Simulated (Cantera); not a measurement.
A closed system holds: 1 mol CH3F, 0.19 mol HCl, equilibrated at 44.0 Pa.

Equilibrium computed with Cantera from the NASA thermochemical tables; the gas is ideal and each condensed phase is pure. Candidate condensed phases: C, C6H6, C7H8, C8H18; 118 gas species. Kinetics and transport are ignored.

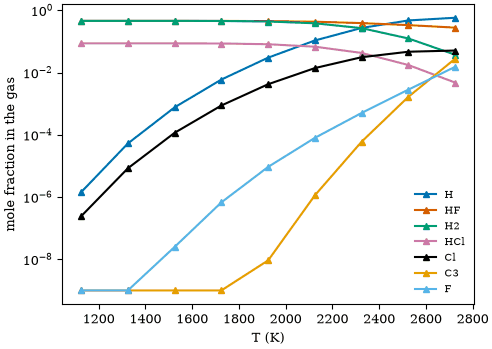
Fig. 1. Equilibrium gas composition (values under 1e-9 drawn at 1e-9)

Read off the mole fractions at 2525 K.

H about 0.47, HF about 0.33, H2 about 0.12, Cl about 0.047, HCl about 0.017, F about 0.0028, C3 about 0.0017.
